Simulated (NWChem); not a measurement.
**the pair AlNH3Cl···HCl, step by step**

Aim: the energy (singlet AlNH4Cl2, B97-D/cc-pVDZ), then a single-point energy (singlet AlNH3Cl, B97-D/cc-pVDZ), then a single-point energy (singlet HCl, B97-D/cc-pVDZ), then a single-point energy (singlet AlNH3Cl, B97-D/cc-pVDZ), then a single-point energy (singlet HCl, B97-D/cc-pVDZ) of AlCl2H4N and its partners. 

The results are computed with NWChem 7.3.0.

**1. The system as given**

AlNH4Cl2 has 8 atoms, charge 0, and is taken as a singlet. The two molecules were placed rigidly side by side, at 0.8 times their contact distance; the pair isn't optimised.

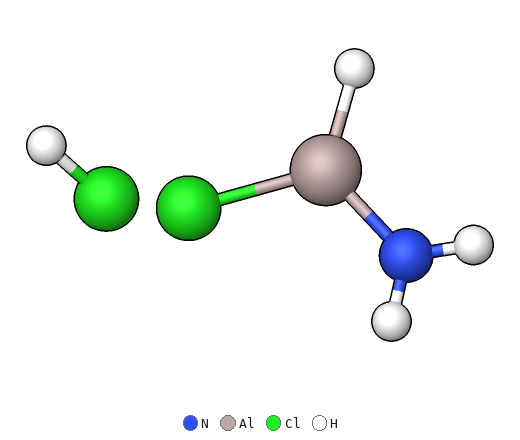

Viewed from a chosen angle; nitrogen blue, aluminium light grey, chlorine green, hydrogen white.

**2. The energy at B97-D/cc-pVDZ (run 1)**

m1.nw

```
echo
start m1
memory stack 880 mb heap 220 mb global 1100 mb

geometry noautosym nocenter noautoz
 N     -0.638120     0.261580    -0.711080
 Al     0.470580    -0.063120     0.611320
 Cl     1.406480    -1.940820     0.653320
 H     -1.141320     1.125680    -0.831080
 H     -0.859620    -0.384420    -1.451180
 H      0.761980     1.001080     1.728720
 Cl     3.833410    -1.946840    -0.757150
 H      5.050220    -2.033460    -0.373490
end

basis "ao basis" spherical bse
 * library cc-pVDZ
end

dft
 xc becke97-d
 mult 1
 grid fine
 convergence energy 1e-08
 iterations 100
 mulliken
 print low
end

task dft energy
```

Launch:

```bash
$ nwchem m1.nw > m1.out
```

What it wrote:

```text
[...]
 d= 0,ls=0.0,diis     1  -1220.0119847915 -1.46D+03  1.33D-02  5.58D-01     6.5
[...]
 d= 0,ls=0.0,diis    11  -1220.0815930672 -9.73D-10  1.59D-07  2.52D-10    52.8
         Total DFT energy =    -1220.081593067240
      One electron energy =    -2167.940953639882
           Coulomb energy =      790.135891612581
    Exchange-Corr. energy =      -83.720163745878
 Nuclear repulsion energy =      241.448100324594
    Dispersion correction =       -0.004467618655
[...]
      Total Density - Mulliken Population Analysis
     ---------------------------------------------
    Atom       Charge   Shell Charges
 -----------   ------   -------------------------------------------------------
    1 N    7     7.28   2.01  0.74  0.64  2.46  1.42  0.01
    2 Al  13    12.55   2.00  2.02  0.65  0.20  6.01  0.98  0.34  0.35
    3 Cl  17    17.24   2.00  2.03  0.97  0.92  6.00  3.13  2.18  0.02
    4 H    1     0.91   0.73  0.12  0.06
    5 H    1     0.91   0.73  0.12  0.06
    6 H    1     1.11   0.73  0.38  0.01
    7 Cl  17    17.14   2.00  2.03  0.98  0.91  6.00  3.09  2.11  0.02
    8 H    1     0.86   0.69  0.12  0.05
[...]
```

Wall time 54 s (1 thread of Intel Xeon Platinum 8488C (Sapphire Rapids), shared host); peak memory 0.11 GiB.

**3. AlNH3Cl: a single-point energy at B97-D/cc-pVDZ (run 2)**

a.nw

```
start a
memory 2200 mb
geometry units atomic noautosym nocenter noautoz
  N  -1.20587203  0.49431456 -1.34374645
  Al  0.88926732 -0.11927951  1.15522737
  Cl  2.65786200 -3.66761826  1.23459587
  H  -2.15678222  2.12722690 -1.57051359
  H  -1.62444637 -0.72644852 -2.74233276
  H   1.43993351  1.89176703  3.26680735
end
basis spherical bse
  N library cc-pVDZ
  Al library cc-pVDZ
  Cl library cc-pVDZ
  H library cc-pVDZ
end
dft
  xc becke97-d
  grid fine
  convergence energy 1e-08
  maxiter 100
  mulliken
  print low
end
task dft energy
```

Launch:

```bash
$ nwchem a.nw > a.out
```

What it wrote:

```text
[...]
 d= 0,ls=0.0,diis     1   -759.2107826128 -8.88D+02  1.61D-02  4.07D-01     3.4
[...]
 d= 0,ls=0.0,diis    10   -759.2612761791 -2.76D-09  3.53D-07  7.64D-10    24.0
         Total DFT energy =     -759.261276179114
      One electron energy =    -1306.416831646633
           Coulomb energy =      473.236139058615
    Exchange-Corr. energy =      -55.039360391828
 Nuclear repulsion energy =      128.961912862650
    Dispersion correction =       -0.003136061919
[...]
      Total Density - Mulliken Population Analysis
     ---------------------------------------------
    Atom       Charge   Shell Charges
 -----------   ------   -------------------------------------------------------
    1 N    7     7.28   2.01  0.74  0.64  2.46  1.42  0.01
    2 Al  13    12.54   2.00  2.02  0.65  0.20  6.01  0.98  0.33  0.35
    3 Cl  17    17.25   2.00  2.03  0.97  0.92  6.00  3.13  2.19  0.01
    4 H    1     0.91   0.73  0.12  0.06
    5 H    1     0.91   0.73  0.12  0.06
    6 H    1     1.11   0.73  0.38  0.01
[...]
```

Run time: 25 s. Hardware: 1 thread of Intel Xeon Platinum 8488C (Sapphire Rapids), shared host; peak memory 0.11 GiB.

**4. HCl: the energy at B97-D/cc-pVDZ (run 3)**

m1.nw

```
start m1
memory total 2200 mb

geometry units angstrom noautosym nocenter noautoz
   Cl       3.833410      -1.946840      -0.757150
   H        5.050220      -2.033460      -0.373490
end

basis "ao basis" spherical bse
   Cl library cc-pVDZ
   H library cc-pVDZ
end

dft
   xc becke97-d
   grid fine
   convergence energy 1e-08
   iterations 100
   mulliken
   print low
end

task dft
```

Launch:

```bash
$ nwchem m1.nw > m1.out
```

What it wrote:

```text
[...]
 d= 0,ls=0.0,diis     1   -460.8166357481 -4.68D+02  2.00D-02  1.44D-01     0.5
[...]
 d= 0,ls=0.0,diis     7   -460.8350927588 -5.22D-09  9.66D-08  7.28D-12     1.8
         Total DFT energy =     -460.835092758838
      One electron energy =     -650.273595742287
           Coulomb energy =      211.066562893122
    Exchange-Corr. energy =      -28.662797680283
 Nuclear repulsion energy =        7.034740816601
    Dispersion correction =       -0.000003045991
[...]
      Total Density - Mulliken Population Analysis
     ---------------------------------------------
    Atom       Charge   Shell Charges
 -----------   ------   -------------------------------------------------------
    1 Cl  17    17.16   2.00  2.02  0.97  0.92  6.00  3.10  2.12  0.02
    2 H    1     0.84   0.69  0.10  0.05
[...]
```

It took 2.5 s on 1 thread of Intel Xeon Platinum 8488C (Sapphire Rapids), shared host; peak memory 0.1 GiB.

**5. AlNH3Cl among ghost functions: the energy at B97-D/cc-pVDZ (with ghost functions) (run 4)**

mymol.nw

```
start mymol
title "AlClH3N B97-D"
memory stack 880 mb heap 220 mb global 1100 mb
geometry units angstrom noautosym nocenter noautoz
  N       -0.638120       0.261580      -0.711080
  Al       0.470580      -0.063120       0.611320
  Cl       1.406480      -1.940820       0.653320
  H       -1.141320       1.125680      -0.831080
  H       -0.859620      -0.384420      -1.451180
  H        0.761980       1.001080       1.728720
  bqCl     3.833410    -1.946840    -0.757150
  bqH      5.050220    -2.033460    -0.373490
end
basis spherical bse
  N library cc-pVDZ
  Al library cc-pVDZ
  Cl library cc-pVDZ
  H library cc-pVDZ
  bqCl library Cl cc-pVDZ
  bqH library H cc-pVDZ
end
dft
  xc becke97-d
  grid fine
  convergence energy 1e-08
  maxiter 100
  mulliken
  print low
end
task dft energy
```

Launch:

```bash
$ nwchem mymol.nw > mymol.out
```

What it wrote:

```text
[...]
 d= 0,ls=0.0,diis     1   -759.2111458707 -8.88D+02  1.19D-02  4.08D-01     6.0
[...]
 d= 0,ls=0.0,diis    10   -759.2617058364 -2.96D-09  2.62D-07  7.70D-10    47.5
         Total DFT energy =     -759.261705836389
      One electron energy =    -1306.395726112702
           Coulomb energy =      473.213032151904
    Exchange-Corr. energy =      -55.037797970448
 Nuclear repulsion energy =      128.961922156590
    Dispersion correction =       -0.003136061734
[...]
      Total Density - Mulliken Population Analysis
     ---------------------------------------------
    Atom       Charge   Shell Charges
 -----------   ------   -------------------------------------------------------
    1 N    7     7.28   2.01  0.74  0.64  2.46  1.42  0.01
    2 Al  13    12.54   2.00  2.02  0.65  0.20  6.01  0.98  0.33  0.35
    3 Cl  17    17.24   2.00  2.03  0.97  0.92  6.00  3.13  2.18  0.01
    4 H    1     0.91   0.73  0.12  0.06
    5 H    1     0.91   0.73  0.12  0.06
    6 H    1     1.11   0.72  0.38  0.01
    7 X    0     0.01  -0.00 -0.00 -0.00  0.00 -0.00 -0.00  0.00 -0.00
    8 X    0     0.00  -0.00  0.00  0.00
[...]
```

It took 48 s on 1 thread of Intel Xeon Platinum 8488C (Sapphire Rapids), shared host; peak memory 0.11 GiB.

**6. HCl among ghost functions: a single-point energy at B97-D/cc-pVDZ (with ghost functions) (run 5)**

struct.nw

```
START struct
memory total 2200 mb

GEOMETRY units angstrom noautosym nocenter noautoz
   Cl       3.833410      -1.946840      -0.757150
   H        5.050220      -2.033460      -0.373490
   bqN     -0.638120     0.261580    -0.711080
   bqAl     0.470580    -0.063120     0.611320
   bqCl     1.406480    -1.940820     0.653320
   bqH     -1.141320     1.125680    -0.831080
   bqH     -0.859620    -0.384420    -1.451180
   bqH      0.761980     1.001080     1.728720
END

BASIS spherical bse
   Cl library cc-pVDZ
   H library cc-pVDZ
   bqN library N cc-pVDZ
   bqAl library Al cc-pVDZ
   bqCl library Cl cc-pVDZ
   bqH library H cc-pVDZ
END

DFT
   xc becke97-d
   grid fine
   convergence energy 1e-08
   iterations 100
   mulliken
   noprint "final vectors analysis"
END

TASK dft energy
```

Launch:

```bash
$ nwchem struct.nw > struct.out
```

What it wrote:

```text
[...]
          Wavefunction type:  closed shell.
          No. of atoms     :     8
          No. of electrons :    18
[...]
          Charge           :     0
          Spin multiplicity:     1
[...]
          AO basis - number of functions:    88
[...]
              XC Information
              --------------
                   Becke 97-D Method XC Functional
                  Becke 1997-D Exchange Functional  1.000
                Becke 1997-D Correlation Potential  1.000
[...]
 d= 0,ls=0.0,diis     1   -460.8171418492 -4.68D+02  5.29D-03  1.45D-01     5.5
[...]
 d= 0,ls=0.0,diis     7   -460.8356878937 -5.62D-09  1.69D-07  4.13D-10    33.1
         Total DFT energy =     -460.835687893668
      One electron energy =     -650.245814919968
           Coulomb energy =      211.035700202488
    Exchange-Corr. energy =      -28.660310946798
 Nuclear repulsion energy =        7.034740816601
    Dispersion correction =       -0.000003045991
[...]
      Total Density - Mulliken Population Analysis
     ---------------------------------------------
    Atom       Charge   Shell Charges
 -----------   ------   -------------------------------------------------------
    1 Cl  17    17.15   2.00  2.03  0.98  0.92  6.00  3.10  2.10  0.02
    2 H    1     0.84   0.69  0.11  0.05
    3 X    0    -0.00   0.00  0.00 -0.00  0.00 -0.00 -0.00
    4 X    0     0.01  -0.00 -0.00 -0.00  0.00  0.00  0.00  0.01  0.00
    5 X    0     0.00   0.00  0.00  0.00 -0.00 -0.00 -0.00  0.00 -0.00
    6 X    0     0.00  -0.00  0.00 -0.00
    7 X    0    -0.00   0.00 -0.00 -0.00
    8 X    0    -0.00   0.00 -0.00 -0.00
[...]
```

Run time: 34 s. Hardware: 1 thread of Intel Xeon Platinum 8488C (Sapphire Rapids), shared host; peak memory 0.12 GiB.

**7. Summary of results**

```
                                                                                                                  quantity           value
                                                                                        run 1, B97-D/cc-pVDZ: total energy  -1220.08159 Eh
                                                                                   run 1, B97-D/cc-pVDZ: dispersion energy   -11.73 kJ/mol
                                                                                                     AlNH3Cl: total energy   -759.26128 Eh
                                                                                                AlNH3Cl: dispersion energy    -8.23 kJ/mol
                                                                                                         HCl: total energy   -460.83509 Eh
                                                                                                    HCl: dispersion energy    -0.01 kJ/mol
                                                                               AlNH3Cl among ghost functions: total energy   -759.26171 Eh
                                                                          AlNH3Cl among ghost functions: dispersion energy    -8.23 kJ/mol
                                                                                   HCl among ghost functions: total energy   -460.83569 Eh
                                                                                  HCl among ghost functions: dipole moment          1.35 D
                                                                              HCl among ghost functions: dispersion energy    -0.01 kJ/mol
              interaction energy of the rigid parts AlNH3Cl and HCl (parts in their own basis; closest atoms 2.81 Å apart)        0.402 eV
interaction energy of the rigid parts AlNH3Cl and HCl (parts in the whole basis, counterpoise; closest atoms 2.81 Å apart)        0.430 eV
```

**Reading.** The interaction energy of the rigid parts AlNH3Cl and HCl (parts in their own basis; closest atoms 2.81 Å apart) is 0.40 eV (38.8 kJ/mol): the parts repel at this shape. Without counterpoise this holds the superposition error of the basis. The interaction energy of the rigid parts AlNH3Cl and HCl (parts in the whole basis, counterpoise; closest atoms 2.81 Å apart) is 0.43 eV (41.5 kJ/mol): the parts repel at this shape. The basis-set superposition error is 2.7 kJ/mol.
